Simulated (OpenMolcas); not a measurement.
## V²⁺ complex: multiconfigurational calculation (part 2 of 2)

Continued. System: V²⁺ with 6 ligands (O; octahedron, 2.17 Å), embedded in MgO by model potentials and point charges, whose field is part of the energies. Method: state-averaged CASSCF, active space 3 electrons in the shell 3d, basis ANO-RCC-VTZP on the metal and ANO-RCC-VDZP on the ligands, DKH2 scalar Hamiltonian, spin-orbit coupling by RASSI with atomic mean-field integrals (OpenMolcas).

## The program's output (extracts), continued
```
--- RASSI ---
SPIN-FREE ENERGIES:
  (Shifted by EMIN (a.u.) =      -1407.6469027847)

 SF State       Relative EMIN(au)   Rel lowest level(eV)    D:o, cm**(-1)

     1             0.0000000000        0.0000000000              0.0000
     2             0.0643815759        1.7519119295          14130.1226
     3             0.0643815759        1.7519119295          14130.1226
     4             0.0643815759        1.7519119295          14130.1226
    11             0.0723018826        1.9674344531          15868.4290
    12             0.0723018826        1.9674344531          15868.4290
    13             0.0756960265        2.0597938153          16613.3575
    14             0.0756960265        2.0597938153          16613.3575
    15             0.0756960265        2.0597938153          16613.3575
     5             0.1001810182        2.7260643812          21987.1920
     6             0.1001810182        2.7260643812          21987.1920
     7             0.1001810182        2.7260643812          21987.1920
    16             0.1043709086        2.8400771058          22906.7667
    17             0.1043709086        2.8400771058          22906.7667
    18             0.1043709086        2.8400771058          22906.7667
    19             0.1242975473        3.3823085686          27280.1584
    20             0.1387010875        3.7742488648          30441.3700
    21             0.1387010875        3.7742488648          30441.3700
    22             0.1387010875        3.7742488648          30441.3700
    23             0.1402124750        3.8153758140          30773.0813
    24             0.1402124750        3.8153758140          30773.0813
    25             0.1402124750        3.8153758140          30773.0813
    26             0.1474336237        4.0118732789          32357.9402
    27             0.1474336241        4.0118732923          32357.9403
    10             0.1564293988        4.2566607919          34332.2846
     8             0.1564293988        4.2566607919          34332.2846
     9             0.1564293988        4.2566607919          34332.2846
    28             0.1672943479        4.5523111166          36716.8653
    29             0.1672943479        4.5523111166          36716.8653
    30             0.1672943479        4.5523111166          36716.8653
    31             0.1961518737        5.3375643972          43050.3602
    32             0.1961518741        5.3375644098          43050.3603
    33             0.1961518751        5.3375644349          43050.3605
    34             0.2047593821        5.5717866344          44939.4899
    35             0.2059729379        5.6048091693          45205.8346
    36             0.2059729387        5.6048091915          45205.8348
    37             0.2059729392        5.6048092043          45205.8349
    38             0.2208961279        6.0108898564          48481.0962
    39             0.2208961279        6.0108898564          48481.0962
    40             0.2208961286        6.0108898757          48481.0964
Eigenvalues of complex Hamiltonian:
   -----------------------------------
  (Shifted by EMIN (a.u.) =      -1407.6469027847)

 SO State       Relative EMIN(au)   Rel lowest level(eV)    D:o, cm**(-1)

     1            -0.0000269152        0.0000000000              0.0000
     2            -0.0000269152        0.0000000000              0.0000
     3            -0.0000269152        0.0000000000              0.0000
     4            -0.0000269152        0.0000000000              0.0000
     5             0.0640579791        1.7438388112          14065.0086
     6             0.0640579791        1.7438388112          14065.0086
     7             0.0642227455        1.7483223347          14101.1706
     8             0.0642227455        1.7483223347          14101.1706
     9             0.0642227455        1.7483223345          14101.1706
    10             0.0642227455        1.7483223345          14101.1706
    11             0.0644379292        1.7541777804          14148.3980
    12             0.0644379292        1.7541777806          14148.3980
    13             0.0644379292        1.7541777804          14148.3980
    14             0.0644379292        1.7541777806          14148.3980
    15             0.0645341753        1.7567967697          14169.5215
    16             0.0645341753        1.7567967697          14169.5215
    17             0.0723754897        1.9701698064          15890.4911
    18             0.0723754897        1.9701698064          15890.4911
    19             0.0723754897        1.9701698064          15890.4911
    20             0.0723754897        1.9701698064          15890.4911
    21             0.0755749284        2.0572309668          16592.6868
    22             0.0755749284        2.0572309668          16592.6868
    23             0.0755749283        2.0572309665          16592.6867
    24             0.0755749283        2.0572309665          16592.6867
    25             0.0758797808        2.0655264242          16659.5941
    26             0.0758797808        2.0655264242          16659.5941
    27             0.0997369242        2.7147123677          21895.6319
    28             0.0997369242        2.7147123677          21895.6319
    29             0.0998329714        2.7173259449          21916.7118
    30             0.0998329714        2.7173259450          21916.7118
    31             0.0998329714        2.7173259449          21916.7118
    32             0.0998329714        2.7173259450          21916.7118
    33             0.1003881226        2.7324323786          22038.5534
    34             0.1003881226        2.7324323785          22038.5534
    35             0.1003881226        2.7324323785          22038.5534
    36             0.1003881226        2.7324323786          22038.5534
    37             0.1006330694        2.7390977207          22092.3130
    38             0.1006330694        2.7390977207          22092.3130
    39             0.1043154658        2.8393008316          22900.5056
    40             0.1043154658        2.8393008316          22900.5056
    41             0.1043154658        2.8393008312          22900.5056
Weights of the five most important spin-orbit-free states for each spin-orbit state.

 SO State  Total energy (au)           Spin-free states, spin, and weights
 -------------------------------------------------------------------------------------------------------
    1        -0.000027       1 1.5  0.9997    3 1.5  0.0001    4 1.5  0.0001    2 1.5  0.0000   16 0.5  0.0000
    2        -0.000027       1 1.5  0.9997    4 1.5  0.0001    3 1.5  0.0001    2 1.5  0.0001   16 0.5  0.0000
    3        -0.000027       1 1.5  0.9997    2 1.5  0.0001    4 1.5  0.0001    3 1.5  0.0001   17 0.5  0.0000
    4        -0.000027       1 1.5  0.9997    2 1.5  0.0001    3 1.5  0.0001    4 1.5  0.0000   18 0.5  0.0000
    5         0.064058       2 1.5  0.3333    3 1.5  0.3333    4 1.5  0.3333    7 1.5  0.0000    6 1.5  0.0000
    6         0.064058       2 1.5  0.3333    3 1.5  0.3333    4 1.5  0.3333    7 1.5  0.0000    6 1.5  0.0000
    7         0.064223       4 1.5  0.5164    3 1.5  0.2619    2 1.5  0.2178   11 0.5  0.0018   12 0.5  0.0012
    8         0.064223       4 1.5  0.5162    3 1.5  0.2628    2 1.5  0.2170   11 0.5  0.0018   12 0.5  0.0012
    9         0.064223       2 1.5  0.4470    3 1.5  0.4012    4 1.5  0.1478   12 0.5  0.0018   11 0.5  0.0012
   10         0.064223       2 1.5  0.4462    3 1.5  0.4022    4 1.5  0.1476   12 0.5  0.0018   11 0.5  0.0012
   11         0.064438       4 1.5  0.5024    3 1.5  0.2902    2 1.5  0.1953   12 0.5  0.0071   11 0.5  0.0034
   12         0.064438       2 1.5  0.4633    3 1.5  0.3684    4 1.5  0.1562   11 0.5  0.0071   12 0.5  0.0034
```

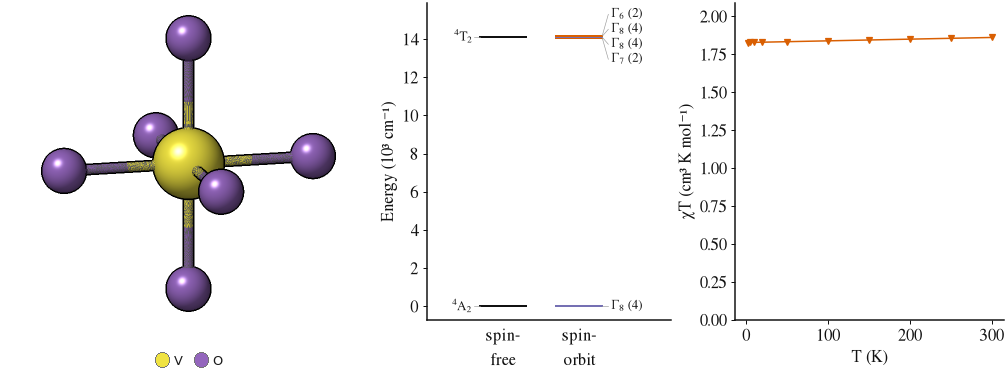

V²⁺ (3d³) as a dopant in MgO, a cluster with its 6 nearest O²⁻ at 2.170 Å (octahedron) embedded in model potentials and point charges; the geometry was set, not optimised, and its levels and susceptibility. Labels give the representation in O, Td, D4 or D3 as the site allows (double group for half-integer spin) where it could be assigned and, in brackets, the degeneracy; spin-free states, where drawn, share the zero of the spin-orbit levels. Powder susceptibility by Van Vleck's formula. The ground level is Γ₈, 4-fold degenerate, 100 % from states of spin multiplicity 4. The next level lies at 14,100 cm⁻¹ (Γ₇). The lowest spin-free state is ⁴A₂; of the same spin there follows at 14,100 cm⁻¹ (⁴T₂) above it. χT is 1.83 cm³ K mol⁻¹ at 2 K and 1.86 at 300 K, an effective moment of 3.86 μB. The active orbitals hold 91 to 96 % metal character (Löwdin), and the Mulliken charge of the metal is +1.94.

## Summary

```
                                 quantity                                                                 value
                                  outcome                                                             converged
      energy of the lowest spin-free term                                                   −1407.64690 hartree
    energy of the lowest spin-orbit level                                                   −1407.64693 hartree
largest spread among components of a term                                                              0.0 cm⁻¹
                                 hardware  1 thread of Arm Neoverse V1, 24 GiB of memory available, shared host
                                wall time                                                                  37 s
                              peak memory                                                               0.2 GiB
```

## Notes

Without dynamic correlation the splittings between terms come out too large, often by 20 to 50 %. To bear in mind: the geometry is set by hand, with no relaxation.
